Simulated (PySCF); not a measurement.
## C4H13BSSi2: NMR shielding calculation

C4H13BSSi2, SMILES CBC1([SiH2]S[SiH3])CC1, computed with GIAO PBE0/pcSseg-1 NMR shielding, non-relativistic, gas phase (PySCF 2.14.0).

The geometry comes from this level: GFN2-xTB. Figures and captions count atoms from 1; the log counts them from 0 in places.

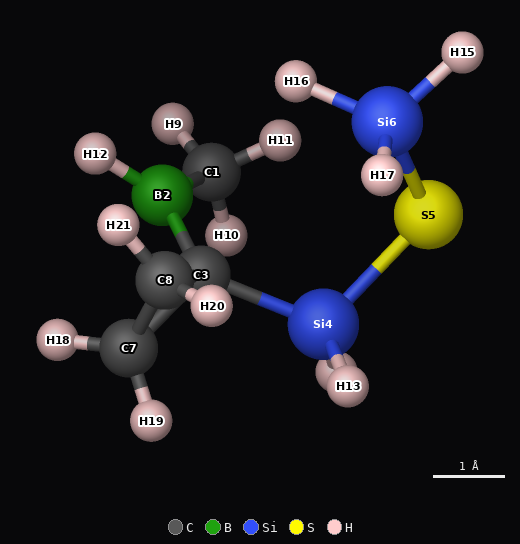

**Figure 1.** The structure as given in the input (ball-and-stick view, seen at a tilt; atoms are numbered from 1 in the order of the input).

Key numbers

```csv
quantity,value
outcome,converged
total energy,−1161.612797 hartree
HOMO,−7.16 eV
LUMO,−0.96 eV
dipole moment,2.24 D
"isotropic shielding, C",167.6 to 177.1 ppm
"isotropic shielding, B",13.4 ppm
"isotropic shielding, Si",363.8 to 409.2 ppm
"isotropic shielding, S",818.1 ppm
"isotropic shielding, H",24.8 to 31.0 ppm
hardware,"1 CPU thread, shared host"
wall time,45 s
peak memory,1 GiB
```

Input file
```
{"job": {"kind": "nmr", "xc": "PBE0", "basis": "pcSseg-1"}, "charge": 0, "multiplicity": 1}
C     -1.867866     0.733180     1.559046
B     -1.301154    -0.533916     0.827818
C     -0.471980    -0.382800    -0.479985
Si     0.260966     1.278872    -0.992089
S      1.425537     2.162403     0.594563
Si     2.540578     0.516705     1.389913
C     -0.960912    -1.230026    -1.652961
C      0.300743    -1.597573    -0.976931
H     -2.565598     0.516982     2.363959
H     -2.354240     1.417706     0.865091
H     -1.042684     1.301799     1.989974
H     -1.501119    -1.612408     1.249925
H      1.167856     1.097195    -2.129061
H     -0.739039     2.300023    -1.281233
H      3.387048     1.146214     2.388142
H      1.607587    -0.446478     1.964262
H      3.314294    -0.097528     0.315841
H     -1.831872    -1.848718    -1.494164
H     -0.917723    -0.793312    -2.639915
H      1.231434    -1.433833    -1.501805
H      0.309223    -2.477547    -0.350495
```

The first line tells a small driver script what to run in PySCF; the rest is the geometry in Å.

Run as:
```bash
OMP_NUM_THREADS=1 python <driver script> task.json out
```

Output
```
coarse grid: 18368 points
cycle   1  E = -1161.5069793313  dE =  6.702e-01  |g| = 4.609e-01  |ddm| = 4.078e+00
cycle   2  E = -1161.4994130375  dE =  7.566e-03  |g| = 5.011e-01  |ddm| = 1.057e+00
cycle   3  E = -1161.5665984152  dE = -6.719e-02  |g| = 4.239e-02  |ddm| = 5.876e-01
cycle   4  E = -1161.5668420841  dE = -2.437e-04  |g| = 2.624e-02  |ddm| = 6.601e-02
cycle   5  E = -1161.5670111505  dE = -1.691e-04  |g| = 5.017e-03  |ddm| = 3.175e-02
cycle   6  E = -1161.5670172108  dE = -6.060e-06  |g| = 1.020e-03  |ddm| = 6.980e-03
final grid: 161480 points
cycle   7  E = -1161.6127797513  dE = -4.638e-05  |g| = 8.233e-03  |ddm| = 3.654e-02
cycle   8  E = -1161.6127702174  dE =  9.534e-06  |g| = 1.017e-02  |ddm| = 1.775e-02
cycle   9  E = -1161.6127970125  dE = -2.680e-05  |g| = 8.393e-04  |ddm| = 1.062e-02
cycle  10  E = -1161.6127971823  dE = -1.699e-07  |g| = 2.413e-04  |ddm| = 1.136e-03
cycle  11  E = -1161.6127971963  dE = -1.394e-08  |g| = 4.438e-05  |ddm| = 2.344e-04
cycle  12  E = -1161.6127971967  dE = -4.038e-10  |g| = 1.857e-05  |ddm| = 7.635e-05
```

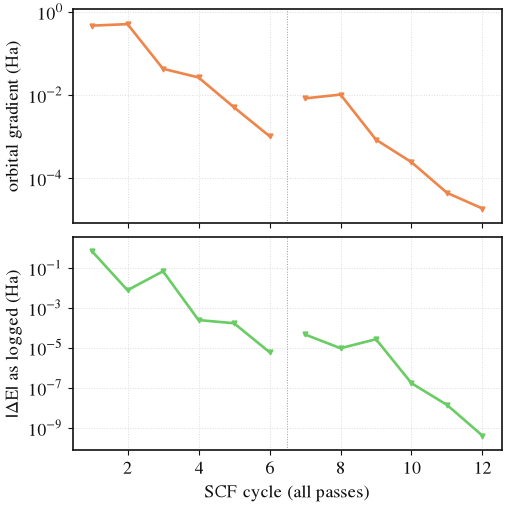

**Figure 2.** Convergence of the self-consistent field: orbital gradient and size of the energy change against the SCF cycle. The dotted line marks the change from a coarse to the final integration grid. The first 6 cycles use a coarse grid, the final grid takes over at cycle 7, and the field converges after 12 cycles in all.

```
converged SCF energy = -1161.6127971967

GIAO shielding tensors (ppm)
atom      isotropic    diamagn.    paramagn.     s11        s22        s33       span
  0 C      172.190     253.914     -81.724    144.436    180.974    191.158     46.722
  1 B       13.430     191.732    -178.302    -62.877     -7.744    110.913    173.789
  2 C      176.670     260.143     -83.473    124.436    184.704    220.868     96.432
  3 Si     363.785     882.192    -518.407    313.744    362.103    415.508    101.764
  4 S      818.061    1061.344    -243.283    761.573    809.350    883.260    121.688
  5 Si     409.195     880.710    -471.514    375.047    400.112    452.426     77.379
  6 C      177.115     254.700     -77.585    152.092    183.194    196.059     43.967
  7 C      167.575     251.297     -83.722    129.813    176.925    195.985     66.172
  8 H       30.267      29.533       0.734     26.332     27.426     37.044     10.712
  9 H       30.689      31.786      -1.097     25.982     30.916     35.169      9.187
 10 H       30.097      32.345      -2.248     23.602     31.011     35.679     12.077
 11 H       24.764      31.927      -7.163     19.492     26.245     28.555      9.063
 12 H       27.434      31.171      -3.737     22.592     26.988     32.721     10.129
 13 H       26.463      30.750      -4.288     22.653     24.706     32.030      9.377
 14 H       27.139      29.097      -1.957     22.953     24.546     33.919     10.966
 15 H       27.487      31.853      -4.366     23.644     27.514     31.304      7.660
 16 H       27.117      30.389      -3.272     23.470     25.139     32.743      9.273
 17 H       30.745      31.736      -0.991     24.678     26.816     40.742     16.064
 18 H       30.983      32.132      -1.149     24.726     28.540     39.682     14.955
 19 H       30.689      32.640      -1.951     25.510     28.274     38.281     12.771
 20 H       30.598      32.185      -1.587     25.051     26.644     40.098     15.048
```

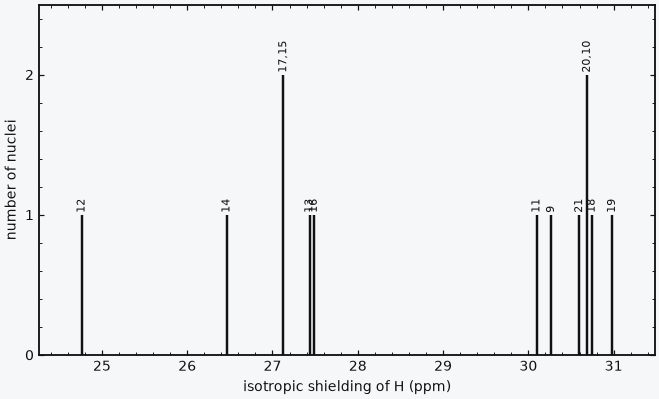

**Figure 3.** Isotropic shieldings of the hydrogen nuclei in this fixed geometry, labelled by atom number; shielding grows to the right, so chemical shift grows to the left. The least shielded is H12 (24.8 ppm), the most shielded H19 (31.0 ppm).

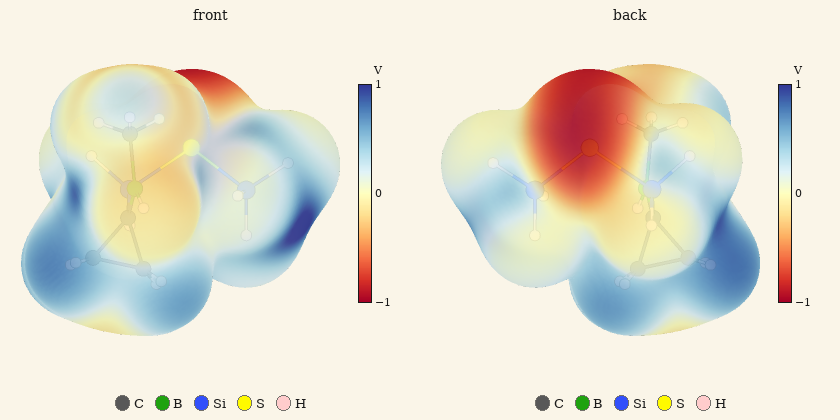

**Figure 4.** The molecular electrostatic potential painted on the density surface at 0.001 e/bohr³, seen at a tilt and from behind; red is negative and blue positive. Its dipole moment is 2.24 D.

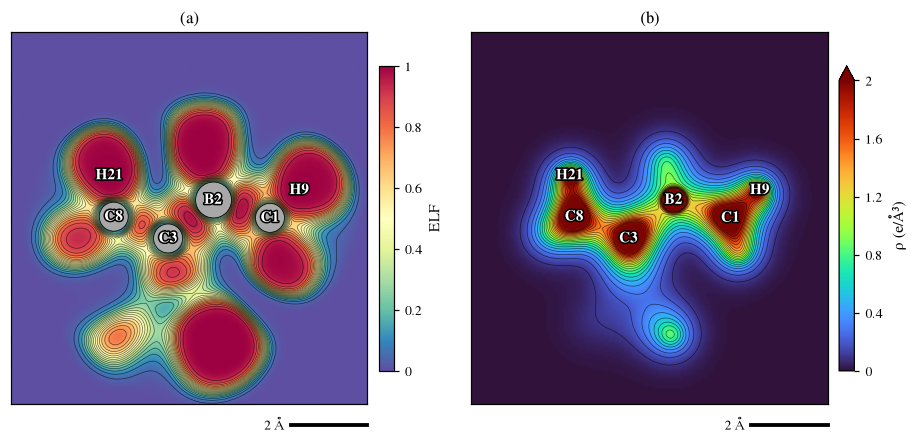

**Figure 5.** (a) ELF; (b) total electron density on the plane of atoms C3, C8 and H21. Grey discs, where drawn, cover atomic cores. C–H (1.09 Å): ρ is about 1.9 e/Å³ halfway; the ELF climbs to about 1 towards the hydrogen, as it does in any bond to H (a covalent bond by its length). C–C (1.52 Å): ρ is about 1.5 e/Å³ halfway; the ELF peaks at about 0.85 between the atoms (localised, shared-pair bonding).
